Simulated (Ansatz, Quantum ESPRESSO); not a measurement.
# 1T-NbSTe, 1 layer: response to a perpendicular field, part 4 of 6

How does 1T-NbSTe, 1 layer respond to a gate-like field without added charge?

Quantum ESPRESSO 7.5; plane-wave DFT, PBE, GBRV ultrasoft pseudopotentials; geometry and cross-check by Ansatz 0.2.0 with PAW datasets.

So far. Step 6 (Ground state: field 0.1 V/Å): The dipole goes from -0.0525 to -0.0187 e Å, 0.3383 e Å per V/Å. Step 7 (Electrostatic potential): The slope in the vacuum is 0.100 eV/Å for an applied 0.10 V/Å, as it should be.

## 8. Self-consistent run: field 0.2 V/Å

f2.in

```
&control
  prefix = 'f2'
  outdir = './out'
  pseudo_dir = './pseudo'
  calculation = 'scf'
  tprnfor = .true.
  tefield = .true.
  dipfield = .true.
/
&system
  ibrav = 0
  nat = 3
  ntyp = 3
  ecutwfc = 40
  ecutrho = 200
  occupations = 'smearing'
  smearing = 'fd'
  degauss = 0.004
  edir = 3
  emaxpos = 0.97
  eopreg = 0.04
  eamp = 0.00388938
/
&electrons
  conv_thr = 1e-09
  mixing_beta = 0.4
  electron_maxstep = 120
  mixing_mode = 'plain'
  startingpot = 'file'
/
ATOMIC_SPECIES
  Te  127.6000  te_pbe_v1.uspp.F.UPF
  Nb  92.9064  nb_pbe_v1.uspp.F.UPF
  S   32.0600  s_pbe_v1.4.uspp.F.UPF
CELL_PARAMETERS angstrom
  3.53561976890273 0.00000000000000 0.00000000000000
  -1.76780988445136 3.06193653799223 -0.00000000000000
  0.00000000000000 -0.00000000000000 20.27395108310000
ATOMIC_POSITIONS crystal
  Te  0.666666666667 0.333333333333 0.417057240294
  Nb  0.000000000000 -0.000000000000 0.513661972973
  S   0.333333333333 0.666666666667 0.582759017133
K_POINTS automatic
  12 12 1 0 0 0
```

Run with:

```
$ cp -r out/f0.save out/f2.save
$ OMP_NUM_THREADS=1 mpirun -n 4 pw.x -nk 4 -in f2.in > f2.out
```

The log of the run:

```text
[banner, memory and clock lines left out]
Program PWSCF v.7.5 starts
[...]
number of electrons       =        25.00
     number of Kohn-Sham states=           17
     kinetic-energy cutoff     =      40.0000  Ry
     charge density cutoff     =     200.0000  Ry
[...]
number of k points=    74  Fermi-Dirac smearing, width (Ry)=  0.0040
[...]
Dense  grid:    70637 G-vectors     FFT dimensions: (  32,  32, 180)
[...]
The initial density is read from file :
[...]
negative rho (up, down):  2.729E-03 0.000E+00
[...]
Starting wfcs are   21 randomized atomic wfcs
[...]
negative rho (up, down):  2.708E-03 0.000E+00
[...]
estimated scf accuracy    <       0.06131484 Ry
[...]
negative rho (up, down):  2.730E-03 0.000E+00
[...]
estimated scf accuracy    <       1.15344821 Ry
[...]
negative rho (up, down):  2.720E-03 0.000E+00
[...]
estimated scf accuracy    <       0.00269868 Ry
[...]
negative rho (up, down):  2.719E-03 0.000E+00
[...]
estimated scf accuracy    <       0.00008173 Ry
[...]
negative rho (up, down):  2.721E-03 0.000E+00
[...]
estimated scf accuracy    <       0.00002565 Ry
[...]
negative rho (up, down):  2.721E-03 0.000E+00
[...]
estimated scf accuracy    <       0.00000428 Ry
[...]
negative rho (up, down):  2.721E-03 0.000E+00
[...]
estimated scf accuracy    <       0.00000018 Ry
[...]
negative rho (up, down):  2.721E-03 0.000E+00
[...]
estimated scf accuracy    <       0.00000039 Ry
[...]
negative rho (up, down):  2.721E-03 0.000E+00
[...]
estimated scf accuracy    <       0.00000002 Ry
[...]
negative rho (up, down):  2.721E-03 0.000E+00
[...]
estimated scf accuracy    <          5.0E-09 Ry
[...]
negative rho (up, down):  2.721E-03 0.000E+00
[...]
estimated scf accuracy    <          1.2E-09 Ry
[...]
negative rho (up, down):  2.721E-03 0.000E+00
[...]
Computed dipole along edir(3) :
        Dipole                0.0287 Ry au,          0.0730 Debye
        Dipole field          0.0002 Ry au,
        E field amplitude [Ha a.u.]:  3.8894E-03
        Potential amp.        0.2682 Ry
        Total length         36.7797 bohr
[...]
the Fermi energy is    -0.1644 ev
!    total energy              =    -168.68314802 Ry
     estimated scf accuracy    <          4.3E-11 Ry
     smearing contrib. (-TS)   =      -0.00200006 Ry
     internal energy E=F+TS    =    -168.68114795 Ry
[...]
one-electron contribution =    -821.18735287 Ry
     hartree contribution      =     411.15107497 Ry
     xc contribution           =     -41.29373250 Ry
     ewald contribution        =     282.64907881 Ry
     electric field correction =      -0.00021637 Ry
     convergence has been achieved in  12 iterations
     negative rho (up, down):  2.721E-03 0.000E+00
[...]
Total force =     0.003322     Total SCF correction =     0.000043
[...]
```

The job ended after 58 s (4 MPI ranks of Arm Neoverse V1, shared host; peak memory 0.68 GiB; 3.8 min of CPU time).

Read from the output:

- free energy: -2295.0511 eV
- energy at zero smearing: -2295.0375 eV
- Fermi energy: -0.1644 eV
- dipole along the normal: 0.01520 e·Å

The dipole goes from -0.0525 to 0.0152 e Å, 0.3386 e Å per V/Å.

## 9. Electrostatic potential

f2.pot.in

```
&inputpp
  prefix = 'f2'
  outdir = './out'
  filplot = 'f2.pot.dat'
  plot_num = 11
/
```

Run with:

```
$ OMP_NUM_THREADS=1 mpirun -n 4 pp.x -in f2.pot.in > f2.pot.out
```

The job ended after 1.1 s (4 MPI ranks; peak memory 0.11 GiB).

This step gave:

| Item | Value |
| --- | --- |
| slope of the potential above | 0.2000 eV/Å |
| upper vacuum line continued to the top atoms, over the Fermi level | 5.009 eV |
| slope of the potential below | 0.1999 eV/Å |
| lower vacuum line continued to the bottom atoms, over the Fermi level | 4.591 eV |

The slope in the vacuum is 0.200 eV/Å for an applied 0.20 V/Å, as it should be.

## 10. Bands along a path: field 0.2 V/Å

f2.bands.in

```
&control
  prefix = 'f2.bands'
  outdir = './out'
  pseudo_dir = './pseudo'
  calculation = 'bands'
  tefield = .true.
  dipfield = .true.
/
&system
  ibrav = 0
  nat = 3
  ntyp = 3
  ecutwfc = 40
  ecutrho = 200
  occupations = 'smearing'
  smearing = 'fd'
  degauss = 0.004
  edir = 3
  emaxpos = 0.97
  eopreg = 0.04
  eamp = 0.00388938
  nbnd = 18
/
&electrons
  conv_thr = 1e-07
  mixing_beta = 0.4
  electron_maxstep = 120
  mixing_mode = 'local-TF'
/
ATOMIC_SPECIES
  Te  127.6000  te_pbe_v1.uspp.F.UPF
  Nb  92.9064  nb_pbe_v1.uspp.F.UPF
  S   32.0600  s_pbe_v1.4.uspp.F.UPF
CELL_PARAMETERS angstrom
  3.53561976890273 0.00000000000000 0.00000000000000
  -1.76780988445136 3.06193653799223 -0.00000000000000
  0.00000000000000 -0.00000000000000 20.27395108310000
ATOMIC_POSITIONS crystal
  Te  0.666666666667 0.333333333333 0.417057240294
  Nb  0.000000000000 -0.000000000000 0.513661972973
  S   0.333333333333 0.666666666667 0.582759017133
K_POINTS crystal_b
4
  0.0000000000 0.0000000000 0.0000000000 14
  0.5000000000 0.0000000000 0.0000000000 14
  0.3333333333 0.3333333333 0.0000000000 14
  0.0000000000 0.0000000000 0.0000000000 1
```

Run with:

```
$ cp -r out/f2.save out/f2.bands.save
$ cp out/f2.xml out/f2.bands.xml
$ OMP_NUM_THREADS=1 mpirun -n 4 pw.x -nk 4 -in f2.bands.in > f2.bands.out
```

The log of the run:

```text
[banner, memory and clock lines left out]
Program PWSCF v.7.5 starts
[citation notice left out]

[...]
bravais-lattice index     =            0
     lattice parameter (alat)  =       6.6814  a.u.
     unit-cell volume          =    1481.1421 (a.u.)^3
     number of atoms/cell      =            3
     number of atomic types    =            3
     number of electrons       =        25.00
     number of Kohn-Sham states=           18
     kinetic-energy cutoff     =      40.0000  Ry
     charge density cutoff     =     200.0000  Ry
     Exchange-correlation=  SLA  PW   PBX  PBC
                           (   1   4   3   4   0   0   0)

[...]
PseudoPot. # 1 for Te read from file:
     ./pseudo/te_pbe_v1.uspp.F.UPF
     Pseudo is Ultrasoft + core correction, Zval =  6.0
     Generated by new atomic code, or converted to UPF format
     Using radial grid of  891 points,  5 beta functions with:
                l(1) =   0
                l(2) =   0
                l(3) =   1
                l(4) =   1
                l(5) =   2
     Q(r) pseudized with  6 coefficients,  rinner =    1.800   1.800   1.800
                                                       1.800   1.800

     PseudoPot. # 2 for Nb read from file:
     ./pseudo/nb_pbe_v1.uspp.F.UPF
     Pseudo is Ultrasoft + core correction, Zval = 13.0
     Generated by new atomic code, or converted to UPF format
     Using radial grid of  887 points,  6 beta functions with:
                l(1) =   0
                l(2) =   0
                l(3) =   1
                l(4) =   1
                l(5) =   2
                l(6) =   2
     Q(r) pseudized with  6 coefficients,  rinner =    1.000   1.000   1.000
                                                       1.000   1.000

     PseudoPot. # 3 for S  read from file:
     ./pseudo/s_pbe_v1.4.uspp.F.UPF
     Pseudo is Ultrasoft + core correction, Zval =  6.0
     Generated by new atomic code, or converted to UPF format
     Using radial grid of  907 points,  6 beta functions with:
                l(1) =   0
                l(2) =   0
                l(3) =   1
                l(4) =   1
                l(5) =   2
                l(6) =   2
     Q(r) pseudized with  8 coefficients,  rinner =    1.300   1.300   1.300
                                                       1.300   1.300

     atomic species   valence    mass     pseudopotential
     Te                6.00   127.60000     Te( 1.00)
     Nb               13.00    92.90640     Nb( 1.00)
     S                 6.00    32.06000     S ( 1.00)

     No symmetry found

[...]
number of k points=    43  Fermi-Dirac smearing, width (Ry)=  0.0040
[...]
Dense  grid:    70637 G-vectors     FFT dimensions: (  32,  32, 180)

     Smooth grid:    50765 G-vectors     FFT dimensions: (  27,  27, 160)

     The potential is recalculated from file :
     ./out/f2.bands.save/charge-density

     negative rho (up, down):  2.721E-03 0.000E+00

     Adding external electric field

     Computed dipole along edir(3) :
        Dipole                0.0287 Ry au,          0.0730 Debye
        Dipole field          0.0002 Ry au,

        E field amplitude [Ha a.u.]:  3.8894E-03
        Potential amp.        0.2682 Ry
        Total length         36.7797 bohr

     Starting wfcs are   21 randomized atomic wfcs

     Band Structure Calculation
     Davidson diagonalization with overlap

     ethr =  4.00E-10,  avg # of iterations = 43.2

     End of band structure calculation

          k = 0.0000 0.0000 0.0000 (  6377 PWs)   bands (ev):

   -55.8122 -31.8645 -31.8168 -31.8168 -13.7270 -12.5155  -5.4533  -3.5579
    -3.5579  -2.8329  -0.2176  -0.2176   0.2838   0.5191   0.5191   2.7092
     3.5830   3.5830

          k = 0.0357 0.0206 0.0000 (  6361 PWs)   bands (ev):

   -55.8120 -31.8640 -31.8195 -31.8174 -13.7144 -12.5057  -5.4343  -3.6292
    -3.5519  -2.7702  -0.3223  -0.2884   0.1717   0.5890   0.6440   2.7306
     3.4729   3.5620

[...]
```

The job ended after 22 s (4 MPI ranks; peak memory 0.32 GiB; 87 s of CPU time).

Band numbers count within the set of bands kept for display. Electronic bands along the path, in eV, zero at the Fermi level; # counts the bands kept:

| point | #3 | #4 | #5 | #6 | #7 | #8 | #9 | #10 |
| --- | --- | --- | --- | --- | --- | --- | --- | --- |
| Γ | -3.39 | -2.67 | -0.05 | -0.05 | 0.45 | 0.68 | 0.68 | 2.87 |
| M | -3.67 | -3.40 | -2.50 | -0.96 | -0.76 | 1.59 | 1.88 | 3.41 |
| K | -4.59 | -3.23 | -3.13 | -2.90 | 0.85 | 1.02 | 1.06 | 3.17 |
| Γ | -3.39 | -2.67 | -0.05 | -0.05 | 0.45 | 0.68 | 0.68 | 2.87 |

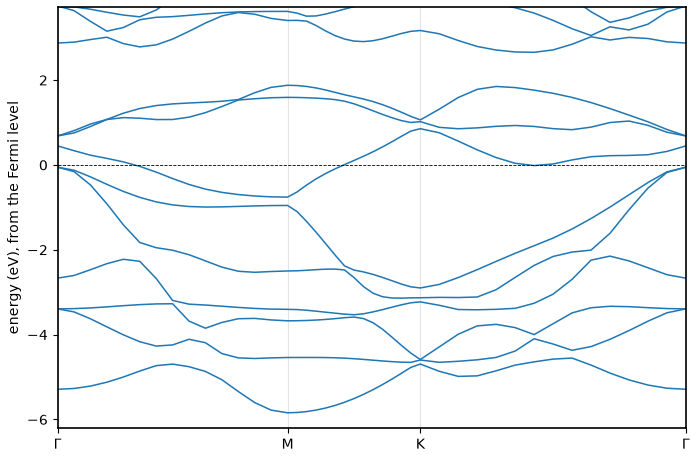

Electronic bands along the path.

Upper empty bands that drop with the field can be states of the vacuum, held by the sawtooth; they depend on the cell's width.

## 11. Self-consistent run: field -0.2 V/Å

f3.in, as its differences from the input of step 8:

```diff
@@ -1,3 +1,3 @@
 &control
-  prefix = 'f2'
+  prefix = 'f3'
   outdir = './out'
@@ -21,3 +21,3 @@
   eopreg = 0.04
-  eamp = 0.00388938
+  eamp = -0.00388938
 /
```

Run with:

```
$ cp -r out/f0.save out/f3.save
$ OMP_NUM_THREADS=1 mpirun -n 4 pw.x -nk 4 -in f3.in > f3.out
```

The log of the run:

```text
[banner, memory and clock lines left out]
Program PWSCF v.7.5 starts
[...]
number of electrons       =        25.00
     number of Kohn-Sham states=           17
     kinetic-energy cutoff     =      40.0000  Ry
     charge density cutoff     =     200.0000  Ry
[...]
number of k points=    74  Fermi-Dirac smearing, width (Ry)=  0.0040
[...]
Dense  grid:    70637 G-vectors     FFT dimensions: (  32,  32, 180)
[...]
The initial density is read from file :
[...]
negative rho (up, down):  2.729E-03 0.000E+00
[...]
Starting wfcs are   21 randomized atomic wfcs
[...]
negative rho (up, down):  2.728E-03 0.000E+00
[...]
estimated scf accuracy    <       0.06092086 Ry
[...]
negative rho (up, down):  2.692E-03 0.000E+00
[...]
estimated scf accuracy    <       0.99735013 Ry
[...]
negative rho (up, down):  2.702E-03 0.000E+00
[...]
estimated scf accuracy    <       0.00053519 Ry
[...]
negative rho (up, down):  2.711E-03 0.000E+00
[...]
estimated scf accuracy    <       0.00007395 Ry
[...]
negative rho (up, down):  2.719E-03 0.000E+00
[...]
estimated scf accuracy    <       0.00003704 Ry
[...]
negative rho (up, down):  2.726E-03 0.000E+00
[...]
estimated scf accuracy    <       0.00000416 Ry
[...]
negative rho (up, down):  2.728E-03 0.000E+00
[...]
estimated scf accuracy    <       0.00000005 Ry
[...]
negative rho (up, down):  2.730E-03 0.000E+00
[...]
estimated scf accuracy    <       0.00000003 Ry
[...]
negative rho (up, down):  2.731E-03 0.000E+00
[...]
Computed dipole along edir(3) :
        Dipole               -0.2270 Ry au,         -0.5769 Debye
        Dipole field         -0.0019 Ry au,
        E field amplitude [Ha a.u.]: -3.8894E-03
        Potential amp.       -0.1445 Ry
        Total length         36.7797 bohr
[...]
the Fermi energy is    -0.1642 ev
!    total energy              =    -168.68469147 Ry
     estimated scf accuracy    <          7.4E-10 Ry
     smearing contrib. (-TS)   =      -0.00201050 Ry
     internal energy E=F+TS    =    -168.68268097 Ry
[...]
one-electron contribution =    -821.37391364 Ry
     hartree contribution      =     411.33985950 Ry
     xc contribution           =     -41.29637724 Ry
     ewald contribution        =     282.64907881 Ry
     electric field correction =      -0.00132840 Ry
     convergence has been achieved in   9 iterations
     negative rho (up, down):  2.731E-03 0.000E+00
[...]
Total force =     0.001631     Total SCF correction =     0.000074
[...]
```

Wall time 48 s (4 MPI ranks); peak memory 0.72 GiB; 3.2 min of CPU time.

This step gave:

| Item | Value |
| --- | --- |
| free energy | -2295.0721 eV |
| energy at zero smearing | -2295.0585 eV |
| Fermi energy | -0.1642 eV |
| dipole along the normal | -0.1201 e·Å |

The dipole goes from -0.0525 to -0.1201 e Å, 0.3379 e Å per V/Å.

## 12. Electrostatic potential

f3.pot.in

```
&inputpp
  prefix = 'f3'
  outdir = './out'
  filplot = 'f3.pot.dat'
  plot_num = 11
/
```

Run with:

```
$ OMP_NUM_THREADS=1 mpirun -n 4 pp.x -in f3.pot.in > f3.pot.out
```

Wall time 1.1 s (4 MPI ranks); peak memory 0.11 GiB; 4.2 s of CPU time.

Numbers from this step:

```
slope of the potential above                                          : -0.2000 eV/Å
upper vacuum line continued to the top atoms, over the Fermi level    : 5.384 eV
slope of the potential below                                          : -0.2000 eV/Å
lower vacuum line continued to the bottom atoms, over the Fermi level : 4.049 eV
```

The slope in the vacuum is -0.200 eV/Å for an applied -0.20 V/Å, as it should be.

Each curve counts from the Fermi level of its own run.

The potential energy (potential at 0 V/Å) oscillates, so the rows of the table below give means over windows of 2.5 Å about each position, cut where the curve ends. Its maxima inside the range that stand out by 2 % of the span (Å: eV): 8.4: 21.4, 11.3: -7.50. Its minima: 7.5: 0.389, 10.4: -22.4, 11.7: -10.9.

The runs together. Table of potential energy by z; means over each step:

| z (Å) | potential at 0 V/Å (eV) | potential at 0.1 V/Å (eV) | potential at 0.2 V/Å (eV) | potential at -0.2 V/Å (eV) |
| --- | --- | --- | --- | --- |
| 0.0 | 4.34 | 3.72 | 3.11 | 5.57 |
| 2.5 | 4.32 | 3.86 | 3.40 | 5.24 |
| 5.0 | 4.30 | 4.09 | 3.88 | 4.72 |
| 7.5 | 7.97 | 7.94 | 7.91 | 8.02 |
| 10.0 | -8.34 | -8.34 | -8.34 | -8.34 |
| 12.5 | -1.77 | -1.74 | -1.71 | -1.84 |
| 15.0 | 5.18 | 5.41 | 5.64 | 4.74 |
| 17.5 | 5.19 | 5.67 | 6.15 | 4.25 |
| 20.0 | 5.10 | 5.61 | 6.12 | 4.08 |

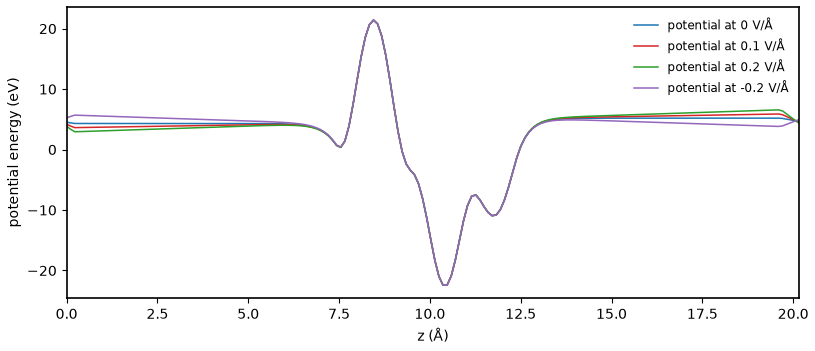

Potential energy, plotted against z.

## 13. Band structure: field -0.2 V/Å

f3.bands.in, as its differences from the input of step 10:

```diff
@@ -1,3 +1,3 @@
 &control
-  prefix = 'f2.bands'
+  prefix = 'f3.bands'
   outdir = './out'
@@ -20,3 +20,3 @@
   eopreg = 0.04
-  eamp = 0.00388938
+  eamp = -0.00388938
   nbnd = 18
```

Run with:

```
$ cp -r out/f3.save out/f3.bands.save
$ cp out/f3.xml out/f3.bands.xml
$ OMP_NUM_THREADS=1 mpirun -n 4 pw.x -nk 4 -in f3.bands.in > f3.bands.out
```

The log of the run:

```text
[banner, memory and clock lines left out]
Program PWSCF v.7.5 starts
[citation notice left out]

[...]
bravais-lattice index     =            0
     lattice parameter (alat)  =       6.6814  a.u.
     unit-cell volume          =    1481.1421 (a.u.)^3
     number of atoms/cell      =            3
     number of atomic types    =            3
     number of electrons       =        25.00
     number of Kohn-Sham states=           18
     kinetic-energy cutoff     =      40.0000  Ry
     charge density cutoff     =     200.0000  Ry
     Exchange-correlation=  SLA  PW   PBX  PBC
                           (   1   4   3   4   0   0   0)

[...]
PseudoPot. # 1 for Te read from file:
     ./pseudo/te_pbe_v1.uspp.F.UPF
     Pseudo is Ultrasoft + core correction, Zval =  6.0
     Generated by new atomic code, or converted to UPF format
     Using radial grid of  891 points,  5 beta functions with:
                l(1) =   0
                l(2) =   0
                l(3) =   1
                l(4) =   1
                l(5) =   2
     Q(r) pseudized with  6 coefficients,  rinner =    1.800   1.800   1.800
                                                       1.800   1.800

     PseudoPot. # 2 for Nb read from file:
     ./pseudo/nb_pbe_v1.uspp.F.UPF
     Pseudo is Ultrasoft + core correction, Zval = 13.0
     Generated by new atomic code, or converted to UPF format
     Using radial grid of  887 points,  6 beta functions with:
                l(1) =   0
                l(2) =   0
                l(3) =   1
                l(4) =   1
                l(5) =   2
                l(6) =   2
     Q(r) pseudized with  6 coefficients,  rinner =    1.000   1.000   1.000
                                                       1.000   1.000

     PseudoPot. # 3 for S  read from file:
     ./pseudo/s_pbe_v1.4.uspp.F.UPF
     Pseudo is Ultrasoft + core correction, Zval =  6.0
     Generated by new atomic code, or converted to UPF format
     Using radial grid of  907 points,  6 beta functions with:
                l(1) =   0
                l(2) =   0
                l(3) =   1
                l(4) =   1
                l(5) =   2
                l(6) =   2
     Q(r) pseudized with  8 coefficients,  rinner =    1.300   1.300   1.300
                                                       1.300   1.300

     atomic species   valence    mass     pseudopotential
     Te                6.00   127.60000     Te( 1.00)
     Nb               13.00    92.90640     Nb( 1.00)
     S                 6.00    32.06000     S ( 1.00)

     No symmetry found

[...]
number of k points=    43  Fermi-Dirac smearing, width (Ry)=  0.0040
[...]
Dense  grid:    70637 G-vectors     FFT dimensions: (  32,  32, 180)

     Smooth grid:    50765 G-vectors     FFT dimensions: (  27,  27, 160)

     The potential is recalculated from file :
     ./out/f3.bands.save/charge-density

     negative rho (up, down):  2.731E-03 0.000E+00

     Adding external electric field

     Computed dipole along edir(3) :
        Dipole               -0.2270 Ry au,         -0.5769 Debye
        Dipole field         -0.0019 Ry au,

        E field amplitude [Ha a.u.]: -3.8894E-03
        Potential amp.       -0.1445 Ry
        Total length         36.7797 bohr

     Starting wfcs are   21 randomized atomic wfcs

     Band Structure Calculation
     Davidson diagonalization with overlap

     ethr =  4.00E-10,  avg # of iterations = 48.6

     End of band structure calculation

          k = 0.0000 0.0000 0.0000 (  6377 PWs)   bands (ev):

   -55.8072 -31.8585 -31.8130 -31.8130 -13.7459 -12.4947  -5.4595  -3.5684
    -3.5684  -2.7971  -0.2167  -0.2167   0.2515   0.5262   0.5262   3.5099
     3.5887   3.5887

          k = 0.0357 0.0206 0.0000 (  6361 PWs)   bands (ev):

   -55.8070 -31.8580 -31.8156 -31.8136 -13.7335 -12.4846  -5.4403  -3.6385
    -3.5626  -2.7358  -0.3208  -0.2866   0.1512   0.5954   0.6389   3.4704
     3.5407   3.5675

[...]
```

Wall time 22 s (4 MPI ranks); peak memory 0.32 GiB.

Band numbers count within the set of bands kept for display. Electronic bands along the path, in eV, zero at the Fermi level; # counts the bands kept:

| point | #3 | #4 | #5 | #6 | #7 | #8 | #9 | #10 |
| --- | --- | --- | --- | --- | --- | --- | --- | --- |
| Γ | -3.40 | -2.63 | -0.05 | -0.05 | 0.42 | 0.69 | 0.69 | 3.67 |
| M | -3.70 | -3.42 | -2.46 | -0.94 | -0.78 | 1.59 | 1.89 | 3.47 |
| K | -4.57 | -3.24 | -3.17 | -2.86 | 0.87 | 1.03 | 1.06 | 3.17 |
| Γ | -3.40 | -2.63 | -0.05 | -0.05 | 0.42 | 0.69 | 0.69 | 3.67 |

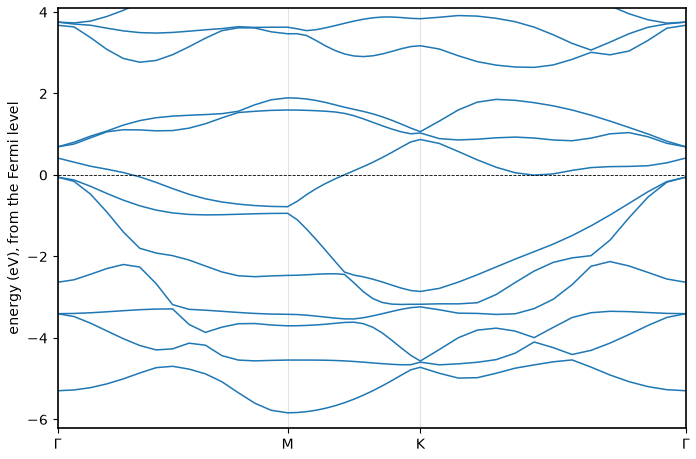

Electronic bands along the path.

Upper empty bands that drop with the field can be states of the vacuum, held by the sawtooth; they depend on the cell's width.

[end of part 4 of 6]

[Logs are printed without paths, hosts, clocks, repeated set-up lines and the standing remarks that a program may print on its own settings, such as how far it seeks lower states.]

[Hosts, paths, dates, database ids (printed as entryN), source tags and the programs' standing remarks are cut or masked in the printed files.]

[Maps of the electrostatic potential energy from Ansatz leave out the sawtooth potential of an applied field or a dipole correction, so their vacuum need not be flat; planar profiles and work functions include it.]
